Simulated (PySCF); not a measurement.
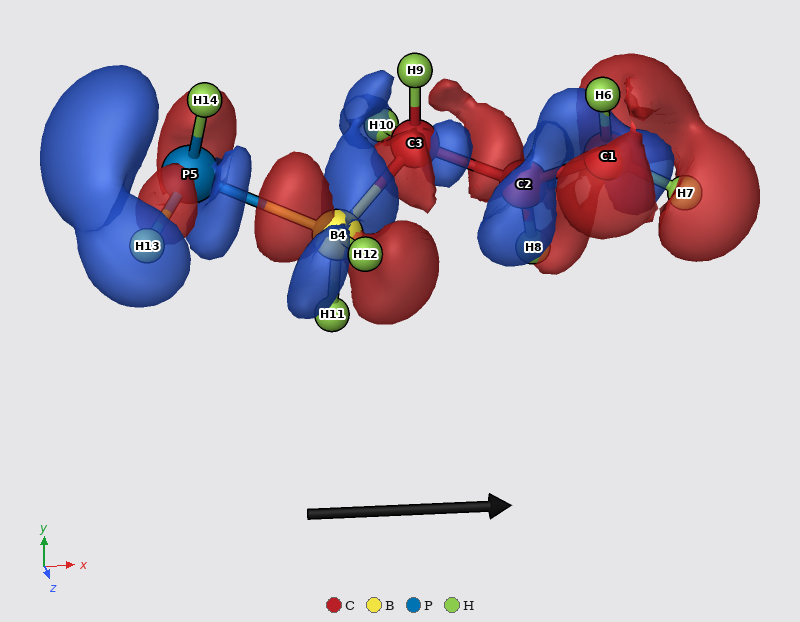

Figure 1: C$_{3}$H$_{9}$BP, charge −1, SMILES `C=CC[BH2-]P`. Change of the electron density in a uniform field of 0.15 V/Å along +x (arrow), surfaces at ±0.0015 e/Å³ (blue: gain, red: loss).

PySCF calculation, PBE/6-31G*, gas phase; geometry: GFN2-xTB. No frequency check shows the geometry to be a minimum. For an anion such functionals hold the outermost electrons too loosely, so the response is rough. GFN2-xTB bond lengths at metals and heavier atoms can be off by up to 0.1 Å and shapes distorted, which carries into these values. The basis has no diffuse functions, which an anion needs.

How large is the response?

The induced dipole is 0.84 D (along the field); α along this axis, from the fields in both directions, is 110 bohr³ (16.3 Å³).

Which atoms gain and lose the most charge?

Electrons gather most on P5 (Hirshfeld charge changes by −0.014 e) and leave C1 most (+0.010 e); 0.057 electrons are displaced in all.

Cost of the run: 29 s on 1 thread of Intel(R) Xeon(R) Platinum 8488C (Sapphire Rapids) (shared host), peak memory 0.42 GiB.
